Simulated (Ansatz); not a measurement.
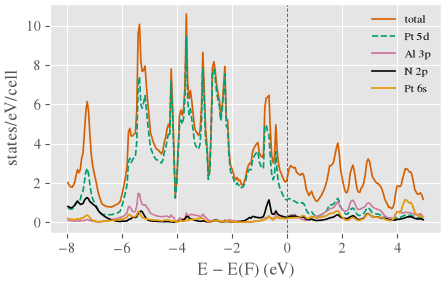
Figure. Total and projected density of states of AlPt3N (anti-perovskite, Pm-3m), DFT-PBEsol in the program Ansatz with PAW potentials

Q: Which orbitals carry the states next to the Fermi level?

A: Within 0.5 eV of the Fermi level: Pt 5d 55 %, Al 3s 13 %, N 2p 12 %, Al 3p 10 %, Pt 6s 8 %. Projections are on Löwdin-orthogonalised atomic valence shells; empty p or d shells of many metals are not among them.

Q: Where is the tallest occupied peak in this window, and what makes it?

A: Near -3.6 eV, about 11 states/eV per cell; the largest projected share is Pt 5d.

The start of the workflow was typed in or built on a structure type; neither database checked (COD, Materials Project) lists it. Its standing as an ambient phase is unchecked. The PBEsol relaxation kept the symmetry of its start. At this level the phase is dynamically unstable (imaginary phonons). No spin polarisation was allowed. The volume moved by 18 % from the start of the relaxation. Its formation energy is positive at this level, so the cell may be metastable or incomplete. Spin–orbit coupling is left out wherever it is not named.

Potentials: the earlier of the program's two PAW sets. The files were generated under PBE; for other functionals the program regenerates the frozen cores, and for LDA and PBEsol the local potential too.
